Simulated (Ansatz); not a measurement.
```xyz
4

C     0.0000    0.0000   -0.7552
B     0.0000    0.0000    0.6789
F     0.0000    0.0000    1.9240
H     0.0000    0.0000   -1.8478
```

Geometry: r2SCAN-D4/def2-SVP.

The calculation used isolated molecule in a Gaussian basis; Kohn-Sham density functional theory, functional PBE0 in Ansatz 0.2.0.

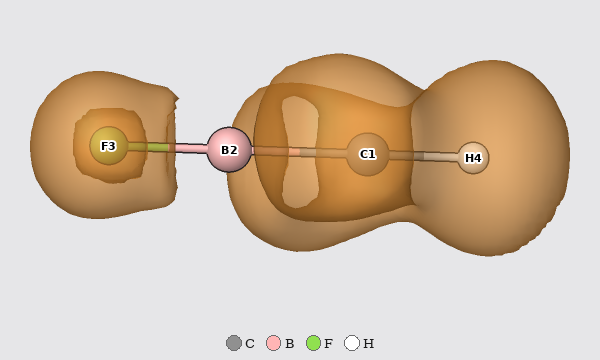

CHBF (SMILES [CH+]=BF) (charge +1). Isosurface of the ELF at 0.75 (orange), seen from one side. Only the valence region is drawn (cores and ρ < 0.01 e/Å³ removed).

> Where are the electrons localised?

The ELF exceeds this value in one region on F in which the atom's valence shell and bonds are merged and one joined region spread over several atoms (B, C, H), in which their bonds and any lone pairs are merged. Profiles from the grid: B–F (1.25 Å): the ELF peaks at about 0.85 between the atoms (a polar covalent bond). C–B (1.43 Å): the ELF peaks at about 0.95 between the atoms (a covalent bond).
